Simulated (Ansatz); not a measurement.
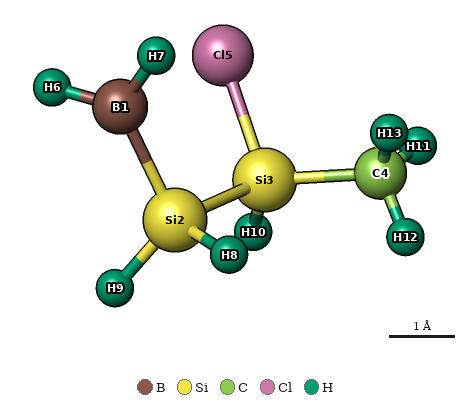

*The structure as given in the input (ball-and-stick view, seen at a tilt; atoms are numbered from 1 in the order of the input).*

Bond lengths as drawn: B–H 1.20 Å, B–Si 2.01 Å, Cl–Si 2.11 Å, C–H 1.09 Å, C–Si 1.87 Å, H–Si 1.48 to 1.49 Å and Si–Si 2.35 Å.

# Run report: CH₈BClSi₂, nudged elastic band (part 1 of 2)

- system: CH₈BClSi₂
- method: RKS BHLYP-D4/def2-SVP (Ansatz 0.2.0)

One setting was made poor on purpose. It belongs to a series of runs on one base structure; here: band between the two ends. Figures and captions count atoms from 1; the log counts them from 0 in places.

**Input file**
```yaml
crystal:
  periodic: [false, false, false]
  atoms:
    - { symbol: B, position_ang: [-0.404542, 2.079746, 1.24507] }
    - { symbol: Si, position_ang: [-1.360267, 0.775188, 0.051057] }
    - { symbol: Si, position_ang: [0.484514, -0.319219, -0.917138] }
    - { symbol: C, position_ang: [0.778404, -2.039574, -0.254147] }
    - { symbol: Cl, position_ang: [2.12064, 0.87646, -0.342707] }
    - { symbol: H, position_ang: [-0.18313, 3.201015, 0.890188] }
    - { symbol: H, position_ang: [-0.015548, 1.73639, 2.324538] }
    - { symbol: H, position_ang: [-2.1789, -0.231477, 0.776549] }
    - { symbol: H, position_ang: [-2.199633, 1.39217, -1.006779] }
    - { symbol: H, position_ang: [0.474312, -0.324973, -2.397164] }
    - { symbol: H, position_ang: [1.720744, -2.445899, -0.631459] }
    - { symbol: H, position_ang: [-0.034821, -2.704726, -0.561848] }
    - { symbol: H, position_ang: [0.818826, -2.029899, 0.83844] }
basis:
  gaussian: { orbitals: def2-SVP }
hamiltonian:
  xc: { name: BHLYP }
  dispersion: d4
neb:
  order_check: false
  images: 5
  f_tol: 0.05
  max_iterations: 60
  spring: 50.0
  final_atoms:
    - { symbol: B, position_ang: [-0.40137831, 2.03533121, 1.27282071] }
    - { symbol: Si, position_ang: [-1.36320485, 0.78673271, 0.0280871] }
    - { symbol: Si, position_ang: [0.47420227, -0.31848035, -0.94141258] }
    - { symbol: C, position_ang: [0.78551499, -2.01630725, -0.23216147] }
    - { symbol: Cl, position_ang: [2.11160296, 0.9000841, -0.42434858] }
    - { symbol: H, position_ang: [-0.00607785, 1.64074487, 2.33216293] }
    - { symbol: H, position_ang: [-0.17913155, 3.17122556, 0.97084125] }
    - { symbol: H, position_ang: [-2.21455718, -0.21976697, 0.71421837] }
    - { symbol: H, position_ang: [-2.17226255, 1.45050845, -1.02389482] }
    - { symbol: H, position_ang: [0.44436532, -0.36970455, -2.41948737] }
    - { symbol: H, position_ang: [1.7260104, -2.42417752, -0.61227321] }
    - { symbol: H, position_ang: [-0.02639258, -2.69622859, -0.5085146] }
    - { symbol: H, position_ang: [0.84190792, -1.97475967, 0.85856228] }
  initial_path:
    images:
      - { positions_ang: [[-0.404542, 2.079746, 1.24507], [-1.360267, 0.775188, 0.051057], [0.484514, -0.319219, -0.917138], [0.778404, -2.039574, -0.254147], [2.12064, 0.87646, -0.342707], [-0.18313, 3.201015, 0.890188], [-0.015548, 1.73639, 2.324538], [-2.1789, -0.231477, 0.776549], [-2.199633, 1.39217, -1.006779], [0.474312, -0.324973, -2.397164], [1.720744, -2.445899, -0.631459], [-0.034821, -2.704726, -0.561848], [0.818826, -2.029899, 0.83844]] }
      - { positions_ang: [[-0.43852957, 1.90528847, 1.32801091], [-1.28785975, 0.82842055, -0.04761057], [0.46822541, -0.32412839, -0.99160289], [0.81669909, -1.94515106, -0.16281933], [2.14963787, 0.85090014, -0.690228], [-0.5253284, 2.55502329, 1.41744074], [0.12953528, 1.89890888, 2.08894482], [-2.22607814, -0.10354579, 0.49195556], [-1.93657917, 1.62369254, -1.03685677], [0.32600873, -0.49929998, -2.40072217], [1.68190408, -2.43173389, -0.55298425], [-0.05161658, -2.58963936, -0.31703012], [0.91458015, -1.80353339, 0.88810206]] }
      - { positions_ang: [[-0.47251715, 1.73083094, 1.41095182], [-1.2154525, 0.8816531, -0.14627814], [0.45193682, -0.32903778, -1.06606779], [0.85499419, -1.85072813, -0.07149165], [2.17863574, 0.82534029, -1.03774899], [-0.8675268, 1.90903158, 1.94469348], [0.27461856, 2.06142776, 1.85335164], [-2.27325629, 0.02438541, 0.20736213], [-1.67352535, 1.85521508, -1.06693453], [0.17770547, -0.67362697, -2.40428034], [1.64306417, -2.41756877, -0.47450949], [-0.06841216, -2.47455273, -0.07221225], [1.01033429, -1.57716778, 0.93776412]] }
      - { positions_ang: [[-0.50650472, 1.55637341, 1.49389273], [-1.14304524, 0.93488564, -0.2449457], [0.43564823, -0.33394717, -1.14053268], [0.89328928, -1.75630519, 0.01983602], [2.2076336, 0.79978043, -1.38526999], [-1.2097252, 1.26303986, 2.47194621], [0.41970184, 2.22394664, 1.61775846], [-2.32043443, 0.15231662, -0.07723131], [-1.41047152, 2.08673763, -1.0970123], [0.0294022, -0.84795395, -2.40783851], [1.60422425, -2.40340366, -0.39603474], [-0.08520774, -2.35946609, 0.17260563], [1.10608844, -1.35080217, 0.98742618]] }
      - { positions_ang: [[-0.47146259, 1.71602601, 1.42020206], [-1.21643178, 0.88550133, -0.15393477], [0.44849958, -0.32879156, -1.07415931], [0.85736452, -1.84297254, -0.06416314], [2.17562339, 0.83321499, -1.06496285], [-0.80850942, 1.38894153, 2.42535179], [0.22009071, 2.53970628, 1.40211939], [-2.28514201, 0.02828876, 0.18658525], [-1.66440186, 1.87466123, -1.07263981], [0.16772324, -0.68853748, -2.41172147], [1.64481964, -2.41032828, -0.46811423], [-0.06560269, -2.47172026, -0.05443445], [1.01802827, -1.558788, 0.94447155]] }
      - { positions_ang: [[-0.43642045, 1.87567861, 1.34651138], [-1.28981832, 0.83611702, -0.06292384], [0.46135093, -0.32363596, -1.00778595], [0.82143976, -1.92963989, -0.14816231], [2.14361318, 0.86664954, -0.74465572], [-0.40729364, 1.5148432, 2.37875736], [0.02047958, 2.85546592, 1.18648032], [-2.2498496, -0.0957391, 0.45040181], [-1.91833221, 1.66258484, -1.04826732], [0.30604428, -0.52912102, -2.41560442], [1.68541502, -2.4172529, -0.54019372], [-0.04599763, -2.58397443, -0.28147452], [0.92996809, -1.76677384, 0.90151692]] }
      - { positions_ang: [[-0.40137831, 2.03533121, 1.27282071], [-1.36320485, 0.78673271, 0.0280871], [0.47420227, -0.31848035, -0.94141258], [0.78551499, -2.01630725, -0.23216147], [2.11160296, 0.9000841, -0.42434858], [-0.00607785, 1.64074487, 2.33216293], [-0.17913155, 3.17122556, 0.97084125], [-2.21455718, -0.21976697, 0.71421837], [-2.17226255, 1.45050845, -1.02389482], [0.44436532, -0.36970455, -2.41948737], [1.7260104, -2.42417752, -0.61227321], [-0.02639258, -2.69622859, -0.5085146], [0.84190792, -1.97475967, 0.85856228]] }
```

Machine: 2 threads of Arm Neoverse V1, 24 GiB of memory available, shared host.

Command:
```bash
ansatz run input.yaml --threads 2 --pin off --max-ram 3072MiB --backend cpu --events-out ev --progress --plain --runs-dir out
```

**Log**
```
Engine: ansatz 0.2.0, aarch64-unknown-linux-gnu
Functional definition: BHLYP
  parameter a = 0.5
  exchange = (1 - a)*b88_x + a*exact_x
  correlation = lyp_c
1285 factors; integrals over basis functions are off by at most 3.8e-4 eV
mean field evaluation 1: about -30107.8690 eV, gradient 3.4e1 eV
mean field evaluation 2: about -30108.9508 eV, gradient 2.7e1 eV
mean field evaluation 4: about -30110.8841 eV, gradient 7.3e-1 eV
mean field evaluation 8: about -30110.9076 eV, gradient 4.8e-2 eV
mean field evaluation 16: about -30110.9076 eV, gradient 1.9e-5 eV
mean field -30110.90758042 eV, -1106.5554436741 hartree, gradient 1.9e-5 eV, S^2 0.000000; 0 other end points of the search recorded, 0 dependent functions left out
the calculation of the forces begins
reference -30110.90779037 eV, -1106.5554513899 hartree; 32, 32 occupied and 90, 90 virtual orbitals, 1285 factors
1285 factors; integrals over basis functions are off by at most 3.9e-4 eV
mean field evaluation 32: about -30110.9071 eV, gradient 7.5e-5 eV
mean field -30110.90711478 eV, -1106.5554265622 hartree, gradient 1.9e-5 eV, S^2 0.000000; 0 other end points of the search recorded, 0 dependent functions left out
[... from here on the field's lines of each further geometry are left out, up to the last ...]
NEB iter   1: max|band force component| = 6.318e1 eV/Å  barrier→ = 12.4878 eV  barrier← = 12.4876 eV  Δτ_max = 0.1994 Å  (189 SCF iters)
NEB iter   2: max|band force component| = 2.226e1 eV/Å  barrier→ = 4.6456 eV  barrier← = 4.6454 eV  Δτ_max = 0.1988 Å  (150 SCF iters)
NEB iter   3: max|band force component| = 1.006e1 eV/Å  barrier→ = 2.1462 eV  barrier← = 2.1460 eV  Δτ_max = 0.1975 Å  (151 SCF iters)
NEB iter   4: max|band force component| = 7.933e0 eV/Å  barrier→ = 0.8422 eV  barrier← = 0.8420 eV  Δτ_max = 0.2000 Å  (152 SCF iters)
NEB iter   5: max|band force component| = 8.717e0 eV/Å  barrier→ = 0.8614 eV  barrier← = 0.8612 eV  Δτ_max = 0.1997 Å  (151 SCF iters)
NEB iter   6: max|band force component| = 8.353e0 eV/Å  barrier→ = 0.9484 eV  barrier← = 0.9482 eV  Δτ_max = 0.1951 Å  (150 SCF iters)
NEB iter   7: max|band force component| = 7.826e0 eV/Å  barrier→ = 0.9041 eV  barrier← = 0.9039 eV  Δτ_max = 0.1954 Å  (149 SCF iters)
NEB iter   8: max|band force component| = 6.526e0 eV/Å  barrier→ = 0.7747 eV  barrier← = 0.7745 eV  Δτ_max = 0.1991 Å  (148 SCF iters)
NEB iter   9: max|band force component| = 3.281e0 eV/Å  barrier→ = 0.4530 eV  barrier← = 0.4529 eV  Δτ_max = 0.1997 Å  (150 SCF iters)
NEB iter  10: max|band force component| = 1.477e0 eV/Å  barrier→ = 0.3896 eV  barrier← = 0.3895 eV  Δτ_max = 0.2000 Å  (149 SCF iters)
NEB iter  11: max|band force component| = 6.638e-1 eV/Å  barrier→ = 0.1708 eV  barrier← = 0.1706 eV  Δτ_max = 0.1996 Å  (149 SCF iters)
NEB iter  12: max|band force component| = 2.060e0 eV/Å  barrier→ = 0.1435 eV  barrier← = 0.1433 eV  Δτ_max = 0.2000 Å  (147 SCF iters)
NEB iter  13: max|band force component| = 1.933e0 eV/Å  barrier→ = 0.1722 eV  barrier← = 0.1720 eV  Δτ_max = 0.1975 Å  (146 SCF iters)
NEB iter  14: max|band force component| = 3.915e-1 eV/Å  barrier→ = 0.1169 eV  barrier← = 0.1167 eV  CI = image 3  Δτ_max = 0.1999 Å  (149 SCF iters)
NEB iter  15: max|band force component| = 1.945e-1 eV/Å  barrier→ = 0.1070 eV  barrier← = 0.1068 eV  CI = image 3  Δτ_max = 0.1991 Å  (147 SCF iters)
NEB iter  16: max|band force component| = 1.805e-1 eV/Å  barrier→ = 0.1117 eV  barrier← = 0.1115 eV  CI = image 3  Δτ_max = 0.2000 Å  (144 SCF iters)
NEB iter  17: max|band force component| = 3.792e0 eV/Å  barrier→ = 0.2596 eV  barrier← = 0.2594 eV  CI = image 4  Δτ_max = 0.1000 Å  (145 SCF iters)
NEB iter  18: max|band force component| = 4.397e-1 eV/Å  barrier→ = 0.1303 eV  barrier← = 0.1301 eV  CI = image 4  Δτ_max = 0.1983 Å  (153 SCF iters)
NEB iter  19: max|band force component| = 1.510e-1 eV/Å  barrier→ = 0.0977 eV  barrier← = 0.0976 eV  CI = image 4  Δτ_max = 0.1073 Å  (147 SCF iters)
NEB iter  20: max|band force component| = 1.076e-1 eV/Å  barrier→ = 0.1018 eV  barrier← = 0.1016 eV  CI = image 4  Δτ_max = 0.1139 Å  (147 SCF iters)
NEB iter  21: max|band force component| = 8.945e-2 eV/Å  barrier→ = 0.1011 eV  barrier← = 0.1009 eV  CI = image 4  Δτ_max = 0.0942 Å  (143 SCF iters)
NEB iter  22: max|band force component| = 7.548e-2 eV/Å  barrier→ = 0.1000 eV  barrier← = 0.0998 eV  CI = image 4  Δτ_max = 0.0803 Å  (142 SCF iters)
NEB iter  23: max|band force component| = 5.025e-2 eV/Å  barrier→ = 0.0977 eV  barrier← = 0.0975 eV  CI = image 4  Δτ_max = 0.1289 Å  (147 SCF iters)
NEB iter  24: max|band force component| = 4.131e-1 eV/Å  barrier→ = 0.1021 eV  barrier← = 0.1019 eV  CI = image 4  Δτ_max = 0.0648 Å  (149 SCF iters)
NEB iter  25: max|band force component| = 3.796e-1 eV/Å  barrier→ = 0.0972 eV  barrier← = 0.0970 eV  CI = image 4  Δτ_max = 0.0460 Å  (149 SCF iters)
NEB iter  26: max|band force component| = 9.590e-2 eV/Å  barrier→ = 0.0948 eV  barrier← = 0.0946 eV  CI = image 4  Δτ_max = 0.0646 Å  (146 SCF iters)
NEB iter  27: max|band force component| = 5.073e-2 eV/Å  barrier→ = 0.0943 eV  barrier← = 0.0941 eV  CI = image 4  Δτ_max = 0.0657 Å  (139 SCF iters)
NEB iter  28: max|band force component| = 4.784e-2 eV/Å  barrier→ = 0.0935 eV  barrier← = 0.0933 eV  CI = image 4  Δτ_max = 0.0463 Å  (147 SCF iters)
NEB iter  29: max|band force component| = 1.035e0 eV/Å  barrier→ = 0.0931 eV  barrier← = 0.0929 eV  CI = image 4  Δτ_max = 0.0836 Å  (30 SCF iters)
NEB iter  30: max|band force component| = 4.556e-2 eV/Å  barrier→ = 0.0928 eV  barrier← = 0.0926 eV  CI = image 4  Δτ_max = 0.0452 Å  (138 SCF iters)
NEB iter  31: max|band force component| = 1.097e0 eV/Å  barrier→ = 0.0925 eV  barrier← = 0.0924 eV  CI = image 4  Δτ_max = 0.0619 Å  (25 SCF iters)
the calculation of the forces begins
reference -30110.88618088 eV, -1106.5546572557 hartree; 32, 32 occupied and 90, 90 virtual orbitals, 1285 factors
1285 factors; integrals over basis functions are off by at most 4.1e-4 eV
mean field evaluation 1216: about -30110.8084 eV, gradient 7.0e-1 eV
mean field -30110.83141903 eV, -1106.5526447947 hartree, gradient 1.9e-5 eV, S^2 0.000000; 1 other end points of the search recorded, 0 dependent functions left out
the calculation of the forces begins
reference -30110.83162523 eV, -1106.5526523723 hartree; 32, 32 occupied and 90, 90 virtual orbitals, 1285 factors
NEB iter  32: max|band force component| = 2.942e-2 eV/Å  barrier→ = 0.0921 eV  barrier← = 0.0920 eV  CI = image 4  Δτ_max = 0.0000 Å  (277 SCF iters)
```
